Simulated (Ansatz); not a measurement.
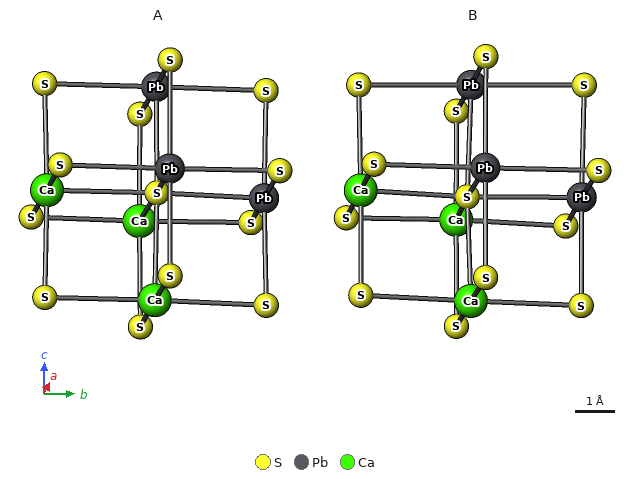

Two geometries of solid S32Pb12Ca20 (a generated structure, set up in P1), drawn at one scale. One is the start of a relaxation, the other its converged end. A ball-and-stick model of the atoms within 4.2 Å of the atom that moves most (axes of the cell of the calculation (origin shifted)), seen from a free direction.

These are results of DFT, PBEsol, PAW, plane waves in Ansatz 0.2.0, not measurements. (plane-wave cutoff 420 eV; k-point mesh 1 × 1 × 1; mesh shifted by (0.25, 0.25, 0.25); no spin polarisation; cell relaxed at fixed shape; force threshold 0.03 eV/Å; at most 80 steps)

### Which geometry has the lower energy?

Structure B is the relaxed one. An S atom moves most relative to the cell: 0.19 Å roughly along [−2 −3 −2]. Largest moves by element: S 0.19 Å, Ca 0.08 Å, Pb 0.07 Å. The volume changes by +0.8 %, with a = b = c 11.469 → 11.500 Å (+0.3 %). Some distances before and after: Pb–S 2.809 → 2.987 Å, Pb–S 2.838 → 2.971 Å, Pb–S 2.817 → 2.947 Å, Pb–S 2.872 → 2.985 Å. Bond angles that change, for instance: Ca–S–Ca 88.3° → 93.4°, Pb–S–Pb 91.6° → 87.0°, Pb–S–Pb 91.3° → 87.0°. The space group stays P1 (No. 1). After 4 geometry steps the energy has fallen by 17.5 meV per atom. The largest force component goes from 0.75 to 0.0063 eV/Å. The pressure goes from 0.87 to 0.00 GPa. Cost: 5.9 s on 1 × NVIDIA GB200 with 8 threads of Arm Neoverse-V2, peak memory 2 GiB.
